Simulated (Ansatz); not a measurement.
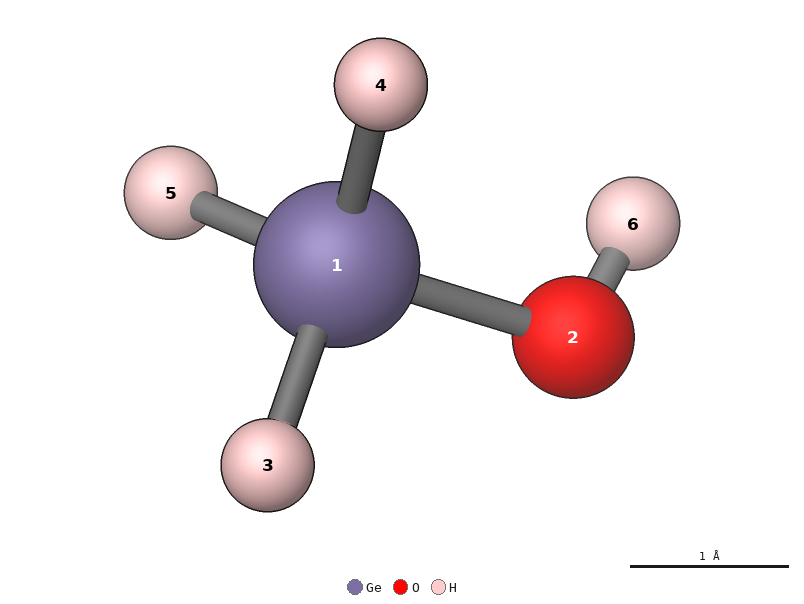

Orthographic view with a scale bar. The computed structure is the end point of a PBE0-D4/def2-TZVP optimisation.

Reconstruct the coordinates (Å) as seen: x to the right, y up, z towards the viewer, origin at the mean of the atomic positions.

```xyz
6
GeH4O
Ge  -0.36  -0.02   0.25
O    1.14  -0.48  -0.59
H   -0.80  -1.30   0.97
H   -0.08   1.12   1.24
H   -1.42   0.44  -0.78
H    1.52   0.24  -1.09
```
